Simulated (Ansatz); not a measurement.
# Al, response to strain

Consider Al in the fcc (Cu type) structure (space group Fm-3m, No. 225; relaxed with 0.1 eV smearing).

```cif
data_Al
_chemical_formula_sum 'Al1'
_space_group_name_H-M_alt 'P 1'
_space_group_IT_number 1
_cell_length_a 2.82302
_cell_length_b 2.82302
_cell_length_c 2.82302
_cell_angle_alpha 60.000
_cell_angle_beta 60.000
_cell_angle_gamma 60.000
loop_
_space_group_symop_operation_xyz
  'x, y, z'
loop_
_atom_site_label
_atom_site_type_symbol
_atom_site_fract_x
_atom_site_fract_y
_atom_site_fract_z
_atom_site_occupancy
Al1 Al 0.00000 0.00000 0.00000 1
```

Strains are applied to the cell and any free atomic positions relax.

Computed with Ansatz (a quantum-chemistry and plane-wave program), r2SCAN, PAW, cutoff 500 eV, scalar-relativistic without spin-orbit coupling, earlier PAW set.

Notes on the quantities. energy relative to the base: free energy F.

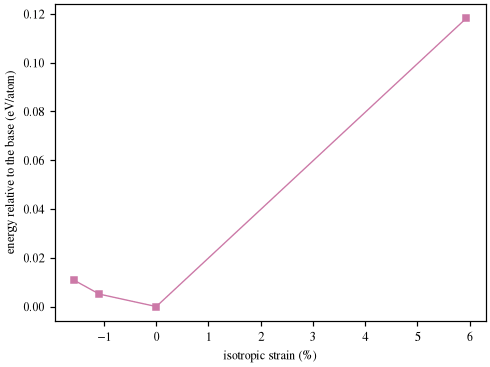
Energy relative to the base against isotropic strain

```json
[
 {"isotropic strain (%)": "-1.57", "energy relative to the base": "+11 meV/atom"},
 {"isotropic strain (%)": "-1.09", "energy relative to the base": "+5.1 meV/atom"},
 {"isotropic strain (%)": "5.94", "energy relative to the base": "+118 meV/atom"}
]
```

No phonon test of stability was made.
